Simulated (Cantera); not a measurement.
Charge: 1 mol SiHCl₃, 30 mol NH₃, 2.2 mol N₂, at 810 Pa.

Method: chemical equilibrium by Gibbs-energy minimisation in Cantera with the NASA 1993 tables (ideal gas, pure condensed phases). Candidate condensed phases: NH₄Cl, Si, Si₃N₄; 28 gas species. The tables' values for SiCl, SiCl₃ are old estimates; treat these amounts as uncertain. Gases not in the tables: Si₂H₆ and higher silanes. Equilibrium is a limit: real reactors are often held back by kinetics, nucleation or transport.

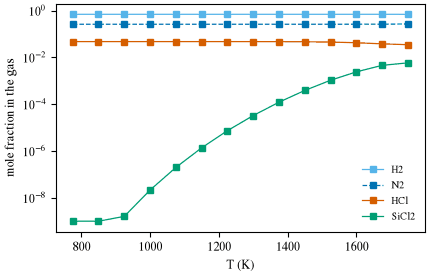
Figure: Equilibrium gas composition (values under 1e-9 drawn at 1e-9)

Q: Read off the mole fractions at 1150 K.

A: H₂ about 0.69, N₂ about 0.26, HCl about 0.047, SiCl₂ about 1.4e-6.
